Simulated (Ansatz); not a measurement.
**Nudged elastic band of SiSbH$_{5}$O**

The run: nudged elastic band of SiSbH$_{5}$O, SMILES [OH][SbH][SiH3]. Method and program: RKS PBE0-D4/def2-SVP (Ansatz 0.2.0).

One setting was made poor on purpose. It belongs to a series of runs on one base structure; here: band between the two ends.

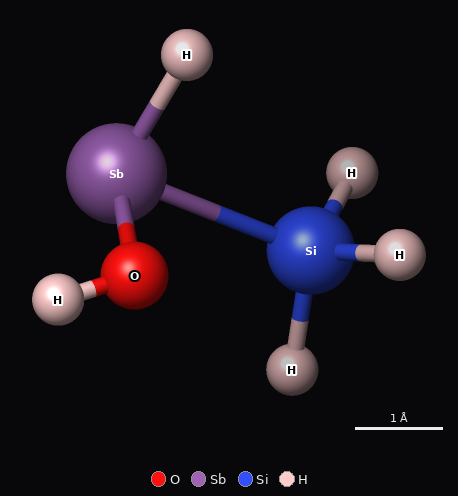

**Figure 1.** The input geometry (ball-and-stick view, seen at a tilt). Sticks mark near contacts. Bond lengths as drawn: H–O 0.96 Å, H–Sb 1.72 Å, H–Si 1.49 to 1.50 Å, O–Sb 2.01 Å and Sb–Si 2.58 Å.

Key numbers

- outcome: converged
- barrier, forward: 0.066 eV
- barrier, backward: 0.066 eV
- hardware: 1 thread of Arm Neoverse V1, 24 GiB of memory available, shared host
- wall time: 2.1 min
- peak memory: 0.17 GiB

Remarks

A deliberately poor setting: loose force. The order of the saddle point was not checked.

The input
```yaml
crystal:
  periodic: [false, false, false]
  atoms:
    - { symbol: O, position_ang: [-1.805251, 0.53262, -0.779935] }
    - { symbol: Sb, position_ang: [0.123842, 0.603781, -1.351187] }
    - { symbol: Si, position_ang: [0.806788, -0.740119, 0.745677] }
    - { symbol: H, position_ang: [-2.350988, 0.496111, -1.574191] }
    - { symbol: H, position_ang: [0.491868, 2.078545, -0.536672] }
    - { symbol: H, position_ang: [0.089502, -0.214228, 1.944016] }
    - { symbol: H, position_ang: [2.284808, -0.636868, 0.9573] }
    - { symbol: H, position_ang: [0.45173, -2.176942, 0.539192] }
basis:
  gaussian: { orbitals: def2-SVP }
hamiltonian:
  xc: pbe0
  dispersion: d4
neb:
  order_check: false
  images: 7
  f_tol: 0.2
  max_iterations: 60
  final_atoms:
    - { symbol: O, position_ang: [-1.53970307, 1.26225048, -0.45610024] }
    - { symbol: Sb, position_ang: [-0.33307368, -0.01079519, -1.44419249] }
    - { symbol: Si, position_ang: [0.69469825, -0.80942285, 0.78692885] }
    - { symbol: H, position_ang: [-2.37023334, 1.32376319, -0.94264635] }
    - { symbol: H, position_ang: [0.96574775, 1.1033276, -1.65284878] }
    - { symbol: H, position_ang: [-0.2689663, -1.72478054, 1.46976906] }
    - { symbol: H, position_ang: [0.98375703, 0.35996939, 1.66779311] }
    - { symbol: H, position_ang: [1.96007236, -1.56141209, 0.51549683] }
  initial_path:
    images:
      - { positions_ang: [[-1.805251, 0.53262, -0.779935], [0.123842, 0.603781, -1.351187], [0.806788, -0.740119, 0.745677], [-2.350988, 0.496111, -1.574191], [0.491868, 2.078545, -0.536672], [0.089502, -0.214228, 1.944016], [2.284808, -0.636868, 0.9573], [0.45173, -2.176942, 0.539192]] }
      - { positions_ang: [[-1.80138713, 0.56585485, -0.715239], [0.06014058, 0.47346343, -1.37174167], [0.7842558, -0.76475666, 0.74142183], [-2.29843913, 0.71177337, -1.4785062], [0.53615207, 1.96265911, -0.69369498], [-0.02354974, -0.37746841, 1.88936948], [2.17069057, -0.46053728, 1.03417291], [0.66443596, -2.16808841, 0.53841763]] }
      - { positions_ang: [[-1.79752326, 0.5990897, -0.65054299], [-0.00356084, 0.34314585, -1.39229634], [0.7617236, -0.78939431, 0.73716665], [-2.24589025, 0.92743574, -1.3828214], [0.58043615, 1.84677322, -0.85071796], [-0.13660148, -0.54070881, 1.83472297], [2.05657315, -0.28420657, 1.11104582], [0.87714193, -2.15923481, 0.53764326]] }
      - { positions_ang: [[-1.79365939, 0.63232454, -0.58584699], [-0.06726226, 0.21282828, -1.41285101], [0.73919141, -0.81403197, 0.73291148], [-2.19334138, 1.1430981, -1.28713661], [0.62472022, 1.73088733, -1.00774094], [-0.24965322, -0.70394922, 1.78007645], [1.94245572, -0.10787585, 1.18791873], [1.08984789, -2.15038122, 0.53686888]] }
      - { positions_ang: [[-1.78979553, 0.66555939, -0.52115098], [-0.13096368, 0.0825107, -1.43340568], [0.71665921, -0.83866963, 0.7286563], [-2.1407925, 1.35876047, -1.19145181], [0.6690043, 1.61500144, -1.16476392], [-0.36270495, -0.86718962, 1.72542993], [1.82833829, 0.06845487, 1.26479164], [1.30255386, -2.14152762, 0.53609451]] }
      - { positions_ang: [[-1.72727241, 0.81473216, -0.5048883], [-0.18149118, 0.05918423, -1.43610238], [0.71116897, -0.83135793, 0.74322444], [-2.19815271, 1.35001115, -1.12925044], [0.74319016, 1.48708298, -1.28678513], [-0.33927029, -1.08158735, 1.66151472], [1.61719298, 0.1413335, 1.36554201], [1.46693349, -1.99649874, 0.53094509]] }
      - { positions_ang: [[-1.6647493, 0.96390494, -0.48862561], [-0.23201868, 0.03585776, -1.43879908], [0.70567873, -0.82404624, 0.75779258], [-2.25551292, 1.34126183, -1.06704908], [0.81737602, 1.35916452, -1.40880635], [-0.31583563, -1.29598508, 1.5975995], [1.40604766, 0.21421213, 1.46629238], [1.63131311, -1.85146986, 0.52579567]] }
      - { positions_ang: [[-1.60222619, 1.11307771, -0.47236293], [-0.28254618, 0.01253129, -1.44149578], [0.70018849, -0.81673454, 0.77236071], [-2.31287313, 1.33251251, -1.00484772], [0.89156189, 1.23124606, -1.53082756], [-0.29240096, -1.51038281, 1.53368428], [1.19490234, 0.28709076, 1.56704274], [1.79569274, -1.70644097, 0.52064625]] }
      - { positions_ang: [[-1.53970307, 1.26225048, -0.45610024], [-0.33307368, -0.01079519, -1.44419249], [0.69469825, -0.80942285, 0.78692885], [-2.37023334, 1.32376319, -0.94264635], [0.96574775, 1.1033276, -1.65284878], [-0.2689663, -1.72478054, 1.46976906], [0.98375703, 0.35996939, 1.66779311], [1.96007236, -1.56141209, 0.51549683]] }
```

Run as:
```bash
ansatz run input.yaml --threads 1 --pin off --max-ram 2048MiB --backend cpu --events-out ev --progress --plain --runs-dir out
```

Output
```
Engine: ansatz 0.2.0, aarch64-unknown-linux-gnu
Functional definition: PBE0
  parameter a = 0.25
  parameter kappa = 0.804
  parameter beta = 0.06672455060314922
  exchange = (1 - a)*pbe_x(kappa = kappa, mu = beta*pi^2/3) + a*exact_x
  correlation = pbe_c(beta = beta)
955 factors; integrals over basis functions are off by at most 3.0e-4 eV
mean field evaluation 1: about -16529.1751 eV, gradient 4.9e1 eV
mean field evaluation 2: about -16500.7678 eV, gradient 1.2e2 eV
mean field evaluation 4: about -16533.7030 eV, gradient 3.8e0 eV
mean field evaluation 8: about -16533.7538 eV, gradient 4.1e-2 eV
mean field -16533.75375726 eV, -607.6042435984 hartree, gradient 7.6e-5 eV, S^2 0.000000; 0 other end points of the search recorded, 0 dependent functions left out
the calculation of the forces begins
reference -16533.75378382 eV, -607.6042445746 hartree; 25, 25 occupied and 58, 58 virtual orbitals, 955 factors
955 factors; integrals over basis functions are off by at most 5.7e-4 eV
mean field evaluation 16: about -16500.8701 eV, gradient 1.2e2 eV
mean field -16533.75391223 eV, -607.6042492934 hartree, gradient 3.9e-5 eV, S^2 0.000000; 0 other end points of the search recorded, 0 dependent functions left out
[... from here on the field's lines of each further geometry are left out, up to the last ...]
NEB iter   1: max|band force component| = 2.846e0 eV/Å  barrier→ = 0.4127 eV  barrier← = 0.4127 eV  Δτ_max = 0.2000 Å  (210 SCF iters)
NEB iter   2: max|band force component| = 8.033e-1 eV/Å  barrier→ = 0.1398 eV  barrier← = 0.1399 eV  Δτ_max = 0.1683 Å  (192 SCF iters)
NEB iter   3: max|band force component| = 4.612e-1 eV/Å  barrier→ = 0.0819 eV  barrier← = 0.0819 eV  CI = image 4  Δτ_max = 0.0938 Å  (198 SCF iters)
the calculation of the forces begins
reference -16533.74498702 eV, -607.6039212980 hartree; 25, 25 occupied and 58, 58 virtual orbitals, 955 factors
955 factors; integrals over basis functions are off by at most 3.2e-4 eV
mean field evaluation 384: about -16533.6885 eV, gradient 4.3e-5 eV
mean field -16533.68846779 eV, -607.6018442549 hartree, gradient 1.4e-5 eV, S^2 0.000000; 1 other end points of the search recorded, 0 dependent functions left out
the calculation of the forces begins
reference -16533.68849389 eV, -607.6018452140 hartree; 25, 25 occupied and 58, 58 virtual orbitals, 955 factors
NEB iter   4: max|band force component| = 1.566e-1 eV/Å  barrier→ = 0.0656 eV  barrier← = 0.0656 eV  CI = image 4  Δτ_max = 0.0000 Å  (385 SCF iters)
```

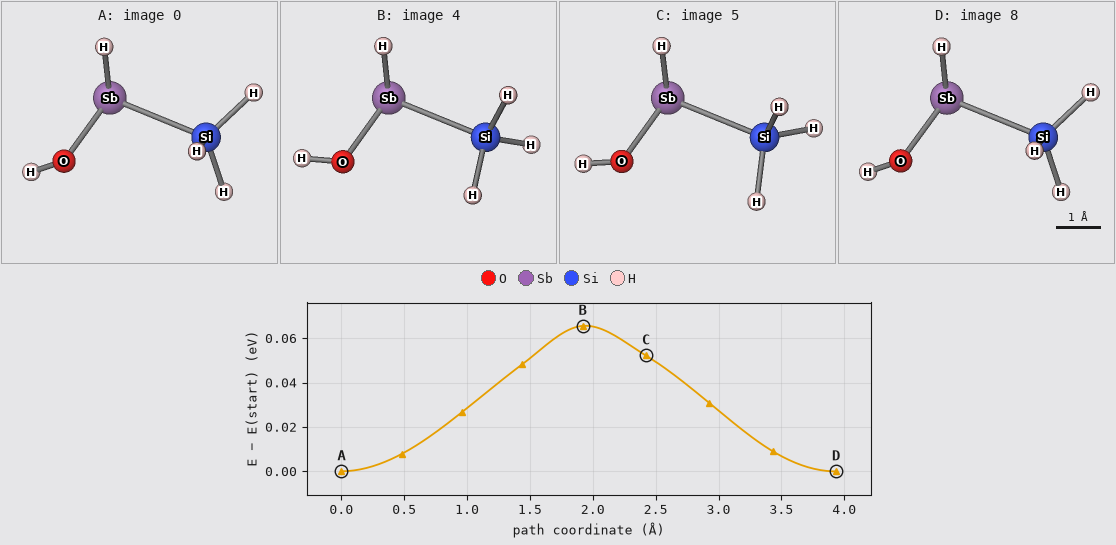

**Figure 2.** Images of the last band (counted from 0; ball-and-stick, seen on its broad side) above the energy along the path; the line is a cubic interpolation that uses the forces. The highest image is number 4, 0.066 eV above the start and 0.066 eV above the end (the climbing image); start and end have the same energy. The path is 3.93 Å long. The band converged in 4 iterations.

```
Total energy: -16533.83265909 eV, -607.6071431871 hartree
Atom 0 at    -1.801114     0.774773    -0.553551 Å, force     0.156090    -0.034082     0.022017 eV/Å
Atom 1 at    -0.095260     0.193975    -1.464935 Å, force    -0.147916     0.046949     0.024945 eV/Å
Atom 2 at     0.768814    -0.817752     0.762788 Å, force     0.028424     0.006004    -0.005686 eV/Å
Atom 3 at    -2.373242     1.191631    -1.207283 Å, force    -0.051278    -0.014013    -0.072613 eV/Å
Atom 4 at     0.798884     1.643375    -1.166044 Å, force     0.013010    -0.009845     0.010841 eV/Å
Atom 5 at    -0.363118    -0.822127     1.735463 Å, force    -0.005659     0.008447    -0.014203 eV/Å
Atom 6 at     1.904256    -0.003955     1.289391 Å, force     0.024793    -0.010704     0.043071 eV/Å
Atom 7 at     1.253079    -2.217020     0.548371 Å, force    -0.017465     0.007244    -0.008370 eV/Å
Dipole moment:     0.082069    -0.002554    -0.315435 e Å
this run last wrote the band of iteration 4 to [file]
```

The last band as extended XYZ (Å, eV, eV/Å)
```
8
Properties=species:S:1:pos:R:3:forces:R:3 image=0 energy=-16533.89820
O    -1.8053    0.5326   -0.7799   -0.0052   0.0006  -0.0001
Sb    0.1238    0.6038   -1.3512    0.0056   0.0108   0.0042
Si    0.8068   -0.7401    0.7457   -0.0012  -0.0016   0.0062
H    -2.3510    0.4961   -1.5742   -0.0058  -0.0025  -0.0043
H     0.4919    2.0785   -0.5367    0.0031  -0.0053  -0.0054
H     0.0895   -0.2142    1.9440    0.0013  -0.0037   0.0014
H     2.2848   -0.6369    0.9573    0.0019   0.0001  -0.0026
H     0.4517   -2.1769    0.5392    0.0003   0.0017   0.0008
8
Properties=species:S:1:pos:R:3:forces:R:3 image=1 energy=-16533.89037
O    -1.8237    0.6086   -0.7304    0.0221  -0.0112  -0.0281
Sb    0.0787    0.5032   -1.3844   -0.0297   0.0123   0.0458
Si    0.7985   -0.7693    0.7511   -0.0063   0.0507  -0.0509
H    -2.4022    0.6598   -1.5009    0.0084  -0.0097   0.0062
H     0.6003    1.9822   -0.6642   -0.0046  -0.0055   0.0020
H    -0.0583   -0.3467    1.8967    0.0020   0.0132   0.0092
H     2.2317   -0.4539    1.0377    0.0243  -0.0148   0.0131
H     0.6673   -2.2409    0.5386   -0.0163  -0.0350   0.0027
8
Properties=species:S:1:pos:R:3:forces:R:3 image=2 energy=-16533.87153
O    -1.8213    0.6703   -0.6644    0.0459  -0.0073  -0.0679
Sb    0.0304    0.4059   -1.4184   -0.0752   0.0166   0.0621
Si    0.7920   -0.7911    0.7519   -0.0012   0.0712  -0.0551
H    -2.4264    0.8206   -1.4016    0.0251  -0.0252   0.0210
H     0.6914    1.8858   -0.8227   -0.0081  -0.0058   0.0133
H    -0.1949   -0.4910    1.8296    0.0056   0.0189   0.0101
H     2.1481   -0.2921    1.1338    0.0257  -0.0213   0.0188
H     0.8731   -2.2655    0.5361   -0.0179  -0.0471  -0.0022
8
Properties=species:S:1:pos:R:3:forces:R:3 image=3 energy=-16533.84996
O    -1.8139    0.7271   -0.6045    0.0871  -0.0033  -0.0484
Sb   -0.0283    0.3029   -1.4446   -0.1186   0.0275   0.0376
Si    0.7849   -0.8068    0.7561    0.0125   0.0393  -0.0187
H    -2.4222    0.9981   -1.3033    0.0196  -0.0415  -0.0020
H     0.7576    1.7750   -0.9977   -0.0012  -0.0040   0.0214
H    -0.2974   -0.6508    1.7721    0.0089   0.0153  -0.0005
H     2.0405   -0.1444    1.2240    0.0116  -0.0220   0.0193
H     1.0712   -2.2582    0.5421   -0.0199  -0.0112  -0.0086
8
Properties=species:S:1:pos:R:3:forces:R:3 image=4 energy=-16533.83263
O    -1.8011    0.7748   -0.5536    0.1561  -0.0341   0.0220
Sb   -0.0953    0.1940   -1.4649   -0.1479   0.0469   0.0249
Si    0.7688   -0.8178    0.7628    0.0284   0.0060  -0.0057
H    -2.3732    1.1916   -1.2073   -0.0513  -0.0140  -0.0726
H     0.7989    1.6434   -1.1660    0.0130  -0.0098   0.0108
H    -0.3631   -0.8221    1.7355   -0.0057   0.0084  -0.0142
H     1.9043   -0.0040    1.2894    0.0248  -0.0107   0.0431
H     1.2531   -2.2170    0.5484   -0.0175   0.0072  -0.0084
8
Properties=species:S:1:pos:R:3:forces:R:3 image=5 energy=-16533.84598
O    -1.7349    0.9382   -0.4933    0.0467   0.0058  -0.0609
Sb   -0.1534    0.1450   -1.4622   -0.1074   0.0333   0.0472
Si    0.7552   -0.8109    0.7719    0.0328   0.0107  -0.0107
H    -2.4019    1.1760   -1.1494    0.0163  -0.0303   0.0204
H     0.8693    1.5284   -1.3230    0.0241  -0.0044  -0.0088
H    -0.4157   -1.0452    1.6676   -0.0029  -0.0078  -0.0156
H     1.7244    0.1219    1.4219   -0.0129  -0.0089   0.0211
H     1.4494   -2.1104    0.5106    0.0033   0.0016   0.0073
8
Properties=species:S:1:pos:R:3:forces:R:3 image=6 energy=-16533.86734
O    -1.6687    1.0731   -0.4708   -0.0135   0.0125  -0.0567
Sb   -0.2110    0.0914   -1.4572   -0.0903   0.0132   0.0076
Si    0.7384   -0.8081    0.7772    0.0256   0.0096   0.0202
H    -2.4112    1.1996   -1.0757    0.0639  -0.0308   0.0476
H     0.9138    1.3963   -1.4552    0.0411   0.0021  -0.0152
H    -0.4194   -1.2776    1.5951    0.0064  -0.0144  -0.0094
H     1.5033    0.2349    1.5252   -0.0307  -0.0099   0.0108
H     1.6472   -1.9668    0.5055   -0.0025   0.0177  -0.0048
8
Properties=species:S:1:pos:R:3:forces:R:3 image=7 energy=-16533.88910
O    -1.6050    1.1774   -0.4629   -0.0097   0.0155  -0.0178
Sb   -0.2704    0.0398   -1.4528   -0.0354  -0.0011   0.0013
Si    0.7165   -0.8063    0.7822    0.0035   0.0072   0.0074
H    -2.4016    1.2478   -1.0035    0.0396  -0.0174   0.0239
H     0.9500    1.2519   -1.5594    0.0165  -0.0024  -0.0134
H    -0.3676   -1.5088    1.5322    0.0051  -0.0096  -0.0061
H     1.2500    0.3202    1.6040   -0.0192  -0.0069   0.0075
H     1.8204   -1.7792    0.5045   -0.0004   0.0146  -0.0028
8
Properties=species:S:1:pos:R:3:forces:R:3 image=8 energy=-16533.89825
O    -1.5397    1.2623   -0.4561   -0.0026   0.0026  -0.0022
Sb   -0.3331   -0.0108   -1.4442    0.0004  -0.0045  -0.0026
Si    0.6947   -0.8094    0.7869    0.0028   0.0025   0.0002
H    -2.3702    1.3238   -0.9426   -0.0008   0.0006   0.0031
H     0.9657    1.1033   -1.6528    0.0005   0.0008  -0.0003
H    -0.2690   -1.7248    1.4698   -0.0015   0.0004  -0.0017
H     0.9838    0.3600    1.6678    0.0005  -0.0015   0.0024
H     1.9601   -1.5614    0.5155    0.0007  -0.0008   0.0012
```
